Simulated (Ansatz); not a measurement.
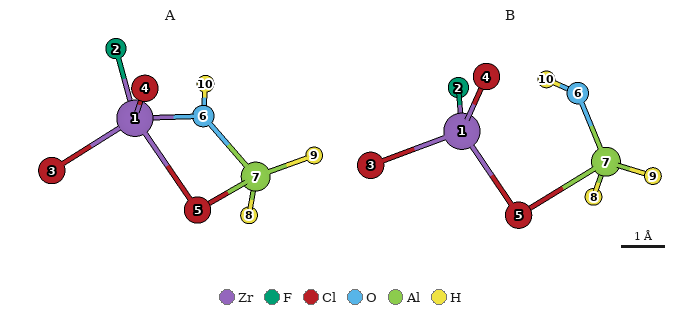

Two geometries of ZrAlH₃OCl₃F, drawn at one scale. One is the start of a relaxation, the other its converged end. Style: ball-and-stick. Shown at a tilt.

Theory: RKS PBE/def2-SVP (Ansatz). Set-up: no spin polarisation; force threshold 0.03 eV/Å; at most 50 steps.

Question: Which geometry has the lower energy?

Answer: Structure A is the relaxed one. The run prepares an end point of a later path (reaction) calculation, from a guessed geometry. The energy falls by 117.7 kJ/mol in 16 geometry steps. Largest force component: 1.1 eV/Å at the start, 0.021 eV/Å at the end. The atom that moves furthest after the best rigid fit is F2 (1.11 Å). Largest moves by element: F 1.11 Å, Cl 1.08 Å, O 0.98 Å, H 0.58 Å, Zr 0.47 Å, Al 0.46 Å. Near-neighbour distances that change, for instance: Zr1–O6 3.251 → 2.132 Å, Cl5–Al7 2.814 → 2.320 Å, Zr1–H10 3.131 → 2.728 Å, Zr1–Cl5 2.404 → 2.648 Å. New bonds form, among them: Zr1–O6 (3.25 → 2.13 Å). Bond angles that change, for instance: F2–Zr1–Cl5 112.1° → 153.9°, Cl4–Zr1–Cl5 113.3° → 93.5°, F2–Zr1–Cl4 113.0° → 100.9°. Groups turn about O6–Al7 by about 100°, Zr1–Cl5 by about 35°.
